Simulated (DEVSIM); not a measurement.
Structure: CdS/CdTe n-p heterojunction, at 300 K.

```csv
layer (left to right),material,thickness (μm),Nd (cm⁻³),Na (cm⁻³),τn (s),τp (s)
1,CdS,1.50,1.6e16,-,3.3e-9,3.3e-9
2,CdTe,0.140,-,1.4e16,3.3e-9,3.3e-9
```

Left contact: ohmic. Right contact: ohmic. Voltage is applied to the left contact. Recombination: SRH at mid-gap, radiative, Auger. Mobility is constant in doping.

This is a model device: material constants are rounded textbook-type values typed into the input, and sizes, dopings and lifetimes were drawn at random. Values at 300 K.

```tsv
parameter	CdS	CdTe
gap (eV)	2.4	1.5
affinity (eV)	4.3	4.28
permittivity	9	10.2
Nc (cm⁻³)	2.2e18	8e17
Nv (cm⁻³)	1.8e19	1.8e19
μn (cm²/Vs)	300	1000
μp (cm²/Vs)	25	80
B (cm³/s)	1e-10	1e-10
Cn (cm⁶/s)	1e-30	1e-30
Cp (cm⁶/s)	1e-30	1e-30
```

Simulated with DEVSIM: 1D drift-diffusion, Boltzmann statistics, complete ionisation; no tunnelling, impact ionisation, image-force lowering or self-heating. Band offsets follow the typed affinities; no thermionic-emission limit at abrupt steps, no polarisation charge.

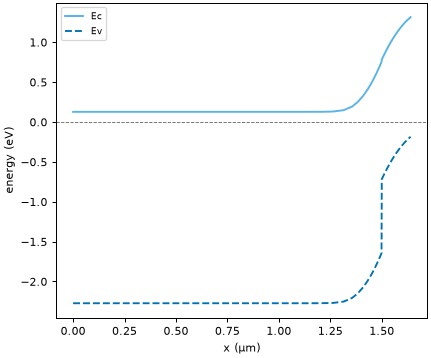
Fig. 1. Band edges at zero bias

Energies count from the Fermi level of the right contact; mesh points crowd at the junctions.

```tsv
x (μm)	Ec (eV)	Ev (eV)	n (cm⁻³)	p (cm⁻³)	field (V/cm)
0.000	0.127	-2.273	1.6e16	< 1e2	≈ 0
0.004797	0.127	-2.273	1.6e16	< 1e2	≈ 0
0.01435	0.127	-2.273	1.6e16	< 1e2	≈ 0
0.03340	0.127	-2.273	1.6e16	< 1e2	≈ 0
0.09233	0.127	-2.273	1.6e16	< 1e2	≈ 0
0.1888	0.127	-2.273	1.6e16	< 1e2	≈ 0
0.3810	0.127	-2.273	1.6e16	< 1e2	≈ 0
0.9130	0.127	-2.273	1.6e16	< 1e2	≈ 0
1.208	0.128	-2.272	1.6e16	< 1e2	200
1.356	0.194	-2.206	1.2e15	< 1e2	17000
1.430	0.403	-1.997	3.7e11	< 1e2	40000
1.475	0.618	-1.782	9.0e7	< 1e2	55000
1.490	0.702	-1.698	3600000	< 1e2	59000
1.497	0.747	-1.653	630000	< 1e2	62000
1.503	0.797	-0.703	32000	2.8e7	55000
1.510	0.835	-0.665	7400	1.2e8	53000
1.523	0.905	-0.595	510	1.8e9	49000
1.549	1.024	-0.476	< 1e2	1.8e11	43000
1.601	1.214	-0.286	< 1e2	2.8e14	30000
1.622	1.272	-0.228	< 1e2	2.6e15	25000
1.633	1.299	-0.201	< 1e2	7.5e15	24000
1.640	1.315	-0.185	< 1e2	1.4e16	23000
```
